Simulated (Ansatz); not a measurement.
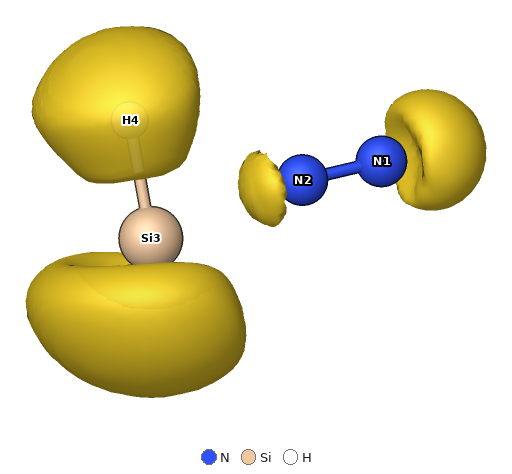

The picture shows: HN2Si (charge +1). Isosurface of the ELF at 0.9 (yellow), seen at a tilt. Core shells and regions of very low density are left out.

Geometry: B3LYP-D3(BJ)/6-311G**.

The calculation used isolated molecule in a Gaussian basis; Kohn-Sham density functional theory, functional PBE0 in Ansatz 0.2.0.

**Where are the electrons localised?**

The ELF exceeds this value in one region around a hydrogen nucleus, one lobe on N, pointing away from the bonds (lone pairs), one lobe on Si, pointing away from the bonds (lone pairs) and one region wrapped around N (its valence shell). Profiles from the grid: N–N (1.10 Å): the ELF peaks at about 0.85 between the atoms: a short, multiple covalent bond. Si–H (1.51 Å): the ELF climbs to about 1 towards the hydrogen, as it does in any bond to H.
